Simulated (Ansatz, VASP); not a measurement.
# CoO in two plane-wave programs

One calculation is typed for both programs; each brings its own data sets and cutoff. How far apart do they land?

Main program and level: Ansatz 0.2.0; plane waves, with VASP 6.6.1 beside it; single point at PBE, DFT+U.

### 1. The starting structure

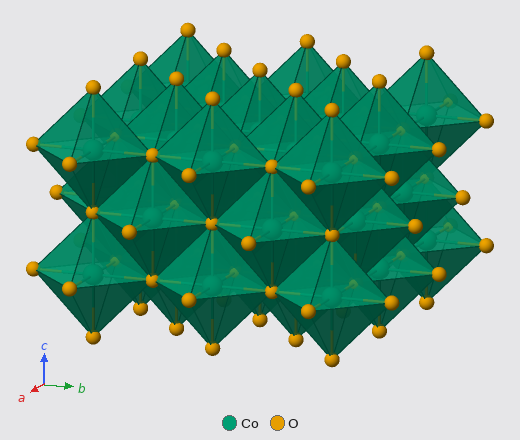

Start, viewed slightly off an axis; cobalt teal, oxygen orange. 2×2×1 cells are drawn. This picture shows the conventional cell, with its axes. Some periodic images of atoms are drawn too.

Structure file:

```xyz
2
Lattice="0.0000 2.1315 2.1315 2.1315 0.0000 2.1315 2.1315 2.1315 0.0000" Properties=species:S:1:pos:R:3 pbc="T T T"
Co    0.0000    0.0000    0.0000
O     2.1315    2.1315    2.1315
```

### 2. VASP: single point, PBE, DFT+U

With cell and atoms fixed, the geometry can't cause a difference; cores, projectors, grids and the points listed under the comparison can.

Lines of VASP's logs that name or quote its potential files are left out, and so is its time.

File INCAR:

```
SYSTEM = CoO
PREC = Accurate
ENCUT = 480
EDIFF = 1E-06
NELM = 150
ISMEAR = -1
SIGMA = 0.05
LREAL = .FALSE.
ALGO = Normal
GGA = PE
NBANDS = 14
ISPIN = 2
MAGMOM = 3 0
LDAU = .TRUE.
LDAUTYPE = 2
LDAUL = 2 -1
LDAUU = 3.5 0
LDAUJ = 0 0
LDAUPRINT = 1
LASPH = .TRUE.
LMAXMIX = 4
LORBIT = 11
LWAVE = .FALSE.
LCHARG = .TRUE.
KPAR = 4
AMIX = 0.2
BMIX = 1E-04
AMIX_MAG = 0.8
BMIX_MAG = 1E-04
```

File POSCAR:

```
CoO
1.0
    0.0000000000      2.1315000000      2.1315000000
    2.1315000000      0.0000000000      2.1315000000
    2.1315000000      2.1315000000      0.0000000000
Co O
1 1
Direct
    0.0000000000      0.0000000000      0.0000000000
    0.5000000000      0.5000000000      0.5000000000
```

File KPOINTS:

```
Automatic mesh
0
Gamma
10 10 10
0 0 0
```

Potentials, in the order of the species: Co and O (PBE family, release 64).

On the command line:

```console
> mpirun -np 4 vasp_std
```

Numbers of over 12 decimals in the logs are rounded to 6 here.

The program printed:

```text
[banner, memory and clock lines left out]
running    4 mpi-ranks, on    1 nodes
 distrk:  each k-point on    1 cores,    4 groups
 distr:  one band on    1 cores,    1 groups

 POSCAR found type information on POSCAR CoO
 POSCAR found :  2 types and       2 ions
 LDA part: xc-table for (Slater+PW92), standard interpolation
 POSCAR, INCAR and KPOINTS ok, starting setup
 FFT: planning ... GRIDC
 FFT: planning ... GRID_SOFT
 FFT: planning ... GRID
 WAVECAR not read
 entering main loop
       N       E                     dE             d eps       ncg     rms          rms(c)
DAV:   1     0.781293014379E+02    0.78129E+02   -0.70740E+03  2696   0.121E+03
DAV:   2    -0.860082845159E+01   -0.86730E+02   -0.74974E+02  2908   0.246E+02
DAV:   3    -0.132370916710E+02   -0.46363E+01   -0.45782E+01  2950   0.666E+01
DAV:   4    -0.132895451604E+02   -0.52453E-01   -0.52431E-01  3062   0.679E+00
DAV:   5    -0.132909951782E+02   -0.14500E-02   -0.14500E-02  3048   0.110E+00    0.154E+01
DAV:   6    -0.110583174475E+02    0.22327E+01   -0.52286E+00  3262   0.454E+01    0.134E+01
DAV:   7    -0.111562444736E+02   -0.97927E-01   -0.10910E+00  3508   0.158E+01    0.107E+01
DAV:   8    -0.111900716127E+02   -0.33827E-01   -0.11222E-01  3320   0.757E+00    0.585E+00
DAV:   9    -0.112159239301E+02   -0.25852E-01   -0.52069E-02  3524   0.423E+00    0.143E+00
DAV:  10    -0.112189363012E+02   -0.30124E-02   -0.89740E-03  3416   0.219E+00    0.200E-01
DAV:  11    -0.112198796098E+02   -0.94331E-03   -0.13347E-03  2960   0.647E-01    0.736E-02
DAV:  12    -0.112200159009E+02   -0.13629E-03   -0.11112E-04  3032   0.155E-01    0.543E-02
DAV:  13    -0.112201869205E+02   -0.17102E-03   -0.80057E-05  3114   0.130E-01    0.288E-02
DAV:  14    -0.112201995823E+02   -0.12662E-04   -0.16134E-05  3266   0.578E-02    0.981E-03
DAV:  15    -0.112202004890E+02   -0.90669E-06   -0.16530E-06  2000   0.138E-02
   1 F= -.11220200E+02 E0= -.11201700E+02  d E =-.370015E-01  mag=     2.9981
```

From OUTCAR (step 2):

```text
ion  position               nearest neighbor table
   1  0.000  0.000  0.000-   2 2.13   2 2.13   2 2.13   2 2.13   2 2.13   2 2.13
   2  0.500  0.500  0.500-   1 2.13   1 2.13   1 2.13   1 2.13   1 2.13   1 2.13

  LATTYP: Found a face centered cubic cell.
 ALAT       =     4.2630000000

 Subroutine GETGRP returns: Found 48 space group operations
 (whereof 48 operations were pure point group operations)

The static configuration has the point symmetry O_h .

 Found     47 irreducible k-points:

   k-points           NKPTS =     47   k-points in BZ     NKDIM =     47   number of bands    NBANDS=     14

   dimension x,y,z NGX =    24 NGY =   24 NGZ =   24
   dimension x,y,z NGXF=    48 NGYF=   48 NGZF=   48

   ENCUT  =  480.0 eV  35.28 Ry    5.94 a.u.   5.38  5.38  5.38*2*pi/ulx,y,z

   NELECT =      15.0000    total number of electrons

 k-points in reciprocal lattice and weights: Automatic mesh
   0.00000000  0.00000000  0.00000000       0.001
   0.10000000  0.00000000  0.00000000       0.008
   0.20000000  0.00000000  0.00000000       0.008
   0.30000000  0.00000000  0.00000000       0.008
   0.40000000  0.00000000  0.00000000       0.008
   0.50000000  0.00000000  0.00000000       0.004
   0.10000000  0.10000000  0.00000000       0.006
   0.20000000  0.10000000  0.00000000       0.024
   0.30000000  0.10000000  0.00000000       0.024
[...]
-0.30000000  0.40000000  0.20000000       0.024
  -0.30000000  0.50000000  0.20000000       0.012

atom =   1  type =  1  l = 2

 onsite density matrix

spin component  1

  0.9686 -0.0000  0.0000  0.0000  0.0000
 -0.0000  0.9686  0.0000  0.0000  0.0000
  0.0000  0.0000  1.0123  0.0000 -0.0000
  0.0000  0.0000  0.0000  0.9686  0.0000
  0.0000  0.0000 -0.0000  0.0000  1.0123

spin component  2

  0.6556  0.0000 -0.0000  0.0000  0.0000
  0.0000  0.6556  0.0000  0.0000 -0.0000
 -0.0000  0.0000  0.1333 -0.0000  0.0000
  0.0000  0.0000 -0.0000  0.6556 -0.0000
  0.0000 -0.0000  0.0000 -0.0000  0.1333

 occupancies and eigenvectors

  o =  0.1333  v =  0.0000  0.0000  0.0000  0.0000  0.0000  0.0000 -0.0000 -1.0000 -0.0000  0.0066      0.0000  0.0000  0.0000  0.0000  0.0000  0.0000  0.0000  0.0000  0.0000  0.0000
  o =  0.1333  v =  0.0000  0.0000  0.0000  0.0000  0.0000  0.0000  0.0000 -0.0066 -0.0000 -1.0000      0.0000  0.0000  0.0000  0.0000  0.0000  0.0000  0.0000  0.0000  0.0000  0.0000
  o =  0.6556  v =  0.0000  0.0000  0.0000  0.0000  0.0000  1.0000  0.0000  0.0000  0.0000  0.0000      0.0000  0.0000  0.0000  0.0000  0.0000  0.0000  0.0000  0.0000  0.0000  0.0000
  o =  0.6556  v =  0.0000  0.0000  0.0000  0.0000  0.0000  0.0000 -0.6796 -0.0000 -0.7336 -0.0000      0.0000  0.0000  0.0000  0.0000  0.0000  0.0000  0.0000  0.0000  0.0000  0.0000
  o =  0.6556  v =  0.0000  0.0000  0.0000  0.0000  0.0000  0.0000 -0.7336 -0.0000  0.6796 -0.0000      0.0000  0.0000  0.0000  0.0000  0.0000  0.0000  0.0000  0.0000  0.0000  0.0000
  o =  0.9686  v =  1.0000  0.0000  0.0000  0.0000  0.0000  0.0000  0.0000  0.0000  0.0000  0.0000      0.0000  0.0000  0.0000  0.0000  0.0000  0.0000  0.0000  0.0000  0.0000  0.0000
  o =  0.9686  v =  0.0000  0.0912 -0.0000  0.9958  0.0000  0.0000  0.0000  0.0000  0.0000  0.0000      0.0000  0.0000  0.0000  0.0000  0.0000  0.0000  0.0000  0.0000  0.0000  0.0000
  o =  0.9686  v =  0.0000 -0.9958  0.0000  0.0912 -0.0000  0.0000  0.0000  0.0000  0.0000  0.0000      0.0000  0.0000  0.0000  0.0000  0.0000  0.0000  0.0000  0.0000  0.0000  0.0000
  o =  1.0123  v =  0.0000 -0.0000  0.0382 -0.0000  0.9993  0.0000  0.0000  0.0000  0.0000  0.0000      0.0000  0.0000  0.0000  0.0000  0.0000  0.0000  0.0000  0.0000  0.0000  0.0000
  o =  1.0123  v =  0.0000 -0.0000 -0.9993 -0.0000  0.0382  0.0000  0.0000  0.0000  0.0000  0.0000      0.0000  0.0000  0.0000  0.0000  0.0000  0.0000  0.0000  0.0000  0.0000  0.0000

 average (electrostatic) potential at core
       1 -81.3073       2 -67.8349

 E-fermi :   7.3101

 spin component 1
 k-point     1 :       0.0000    0.0000    0.0000
  band No.  band energies     occupation
    ...
      5       3.1071      1.00000
      6       3.1071      1.00000
      7       4.9647      1.00000
      8       4.9647      1.00000
      9       4.9647      1.00000
     10       8.9273      0.00000
     11      24.7834      0.00000
     12      25.0204      0.00000
     13      25.0204      0.00000
     14      25.0204      0.00000

 k-point     2 :       0.1000    0.0000    0.0000
  band No.  band energies     occupation
    ...
      5       3.1381      1.00000
      6       3.1381      1.00000
      7       4.5670      1.00000
      8       5.2952      1.00000
      9       5.2952      1.00000
     10       9.6294      0.00000
     11      22.4243      0.00000
     12      24.8433      0.00000
     13      24.8433      0.00000
     14      26.7111      0.00000

 k-point     3 :       0.2000    0.0000    0.0000
  band No.  band energies     occupation
    ...
      5       3.2853      1.00000
      6       3.2853      1.00000
      7       4.2836      1.00000
      8       5.9443      1.00000
      9       5.9444      1.00000
     10      10.9797      0.00000
     11      20.1389      0.00000
     12      23.9057      0.00000
     13      23.9057      0.00000
     14      27.1458      0.00000

 k-point     4 :       0.3000    0.0000    0.0000
  band No.  band energies     occupation
    ...
      5       3.4887      1.00000
      6       3.4887      1.00000
      7       4.3779      1.00000
      8       6.5663      1.00000
      9       6.5663      1.00000
     10      12.1981      0.00000
     11      18.3893      0.00000
     12      22.6008      0.00000
     13      22.6008      0.00000
     14      27.2661      0.00000

 k-point     5 :       0.4000    0.0000    0.0000
  band No.  band energies     occupation
    ...
      5       3.6606      1.00000
      6       3.6606      1.00000
      7       4.5660      1.00000
      8       7.0011      0.99794
      9       7.0011      0.99794
     10      12.8555      0.00000
     11      17.4579      0.00000
     12      21.6360      0.00000
     13      21.6360      0.00000
     14      27.4937      0.00000

 k-point     6 :       0.5000    0.0000    0.0000
  band No.  band energies     occupation
    ...
      5       3.7277      1.00000
      6       3.7277      1.00000
      7       4.6569      1.00000
      8       7.1575      0.95494
      9       7.1575      0.95492
     10      12.9909      0.00000
     11      17.2381      0.00000
     12      21.2880      0.00000
     13      21.2880      0.00000
     14      27.6559      0.00000

  Total       -0.2690382     -0.2690382     -0.2690382     -0.0000000      0.0000000     -0.0000000
  in kB      -22.2555607    -22.2555607    -22.2555607     -0.0000000      0.0000000     -0.0000000
  external PRESSURE =     -22.2555607 kB  Pullay stress =       0.0000000 kB

  energy-cutoff  :      480.00
  volume of cell :       19.37
      direct lattice vectors                 reciprocal lattice vectors
     0.000000000  2.131500000  2.131500000    -0.234576589  0.234576589  0.234576589
     2.131500000  0.000000000  2.131500000     0.234576589 -0.234576589  0.234576589
     2.131500000  2.131500000  0.000000000     0.234576589  0.234576589 -0.234576589

 POSITION                                       TOTAL-FORCE (eV/Angst)
 -----------------------------------------------------------------------------------
      0.00000      0.00000      0.00000         0.000000      0.000000     -0.000000
      2.13150      2.13150      2.13150         0.000000      0.000000      0.000000
 -----------------------------------------------------------------------------------
    total drift:                                0.000000     -0.000000     -0.000000

  FREE ENERGIE OF THE ION-ELECTRON SYSTEM (eV)
  ---------------------------------------------------
  free  energy   TOTEN  =       -11.2202004890 eV

  energy  without entropy=      -11.1831989764  energy(sigma->0) =      -11.20169973

 total charge
# of ion       s       p       d       tot
------------------------------------------
    1        0.297   0.361   7.139   7.797
    2        1.557   3.447   0.000   5.004
--------------------------------------------------
tot          1.853   3.808   7.139  12.801

 magnetization (x)
# of ion       s       p       d       tot
------------------------------------------
    1        0.021   0.018   2.696   2.734
    2        0.023   0.230   0.000   0.253
--------------------------------------------------
tot          0.044   0.247   2.696   2.987

[... 6 further parts left out ...]
```

The run ends at a pressure of -2.23 GPa.

[end of part 1 of 2]

[Lines on the potential files, build, host, timing and source positions are cut from VASP's logs without a mark.]

[Logs are printed without paths, hosts, clocks, repeated set-up lines and the standing remarks that a program may print on its own settings, such as how far it seeks lower states.]

[Hosts, paths, dates, database ids (printed as entryN), source tags and the programs' standing remarks are cut or masked in the printed files.]
